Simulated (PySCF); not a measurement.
CH₆B₂F₂Si (SMILES BB[SiH2]C(F)F)

```xyz
12

B     2.3878   -0.1033    0.0601
B     1.0333    0.3716    0.7662
Si   -0.5491    0.8432   -0.3006
C    -1.7787   -0.6676   -0.1604
F    -1.9439   -1.0408    1.1427
F    -1.2538   -1.7582   -0.7931
H     3.2184    0.6603   -0.2691
H     2.6328   -1.2196   -0.2044
H     0.8880    0.4673    1.9282
H    -0.4583    0.9910   -1.7650
H    -1.3915    1.9700    0.1440
H    -2.7839   -0.5145   -0.5746
```

Geometry: GFN2-xTB.

All numbers below come from PBE0/pcSseg-1, SCF density, gas phase, non-relativistic (PySCF 2.14.0).

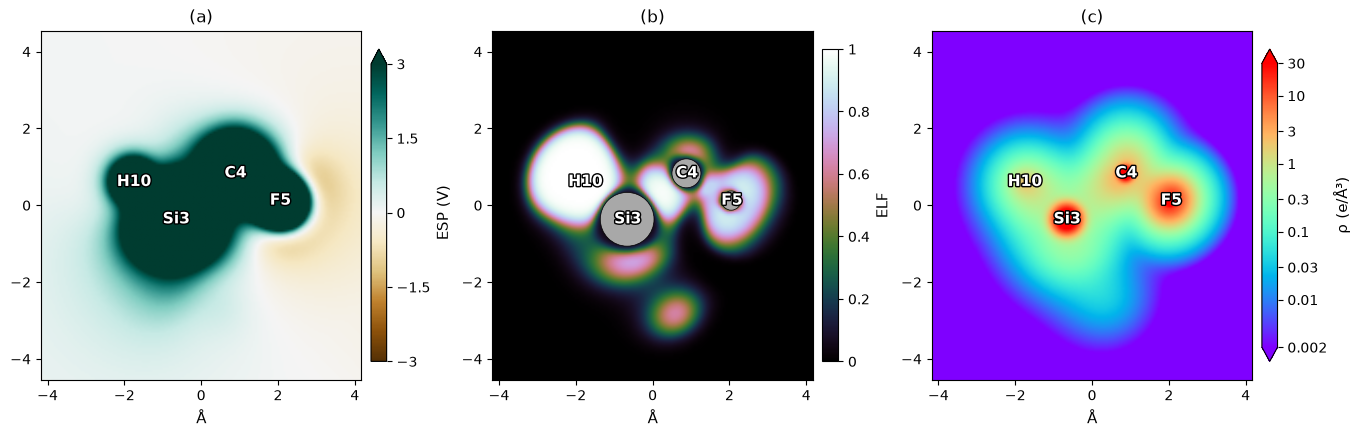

Figure 1. (a) molecular electrostatic potential; (b) electron localisation function; (c) total electron density on the plane of atoms Si3, C4 and F5. Grey discs cover the atomic cores in the ELF map.

**What does the map show?**

The section cuts through Si, C, F and H sites.
C–F (1.37 Å): the density is about 2.2 e/Å³ at the midpoint, with its minimum of 1.7 e/Å³ about 0.5 Å from C; the ELF peaks at about 0.80 between the atoms; a shared but strongly polarised pair.
C–Si (1.95 Å): ρ is about 0.89 e/Å³ halfway; the ELF peaks at about 1 between the atoms; localised, covalent bonding.
Si–H (1.47 Å): the density is about 0.79 e/Å³ at the midpoint; the ELF climbs to about 1 towards the hydrogen, as it does in any bond to H.
The ELF also peaks beside F5, away from the bonds: lone-pair regions.
Outside the dense part of the molecule the potential is most negative (−1.0 V) near F5.

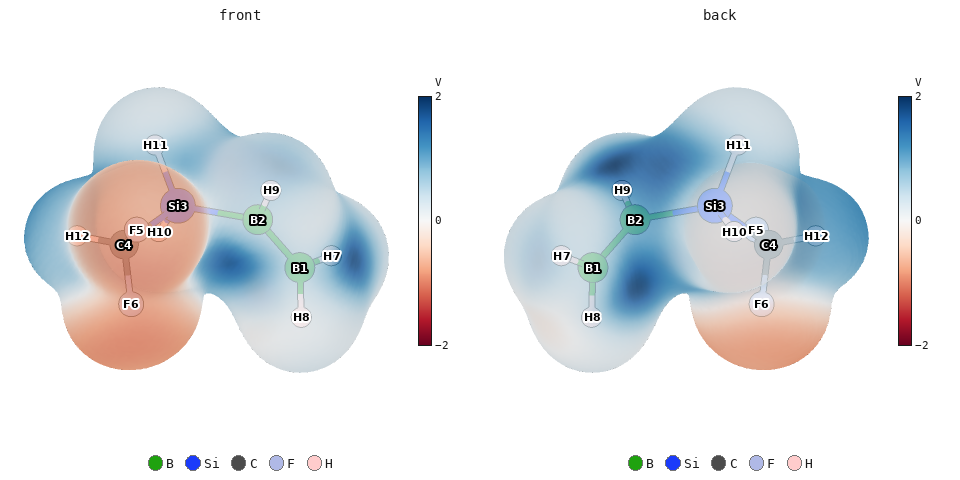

Figure 2. The molecular electrostatic potential painted on the density surface at 0.002 e/bohr³, seen from the front and from behind; red is negative and blue positive.

**Which sites attract a positive test charge, and which a negative one?**

A positive charge is drawn to the negative regions and a negative charge to the positive ones. The most negative region (about −0.9 V) lies over F5 and F6, the most positive (about +1.8 V) over B1 and B2.

**What dipole moment does the calculation give?**

Its dipole moment is 1.86 D.
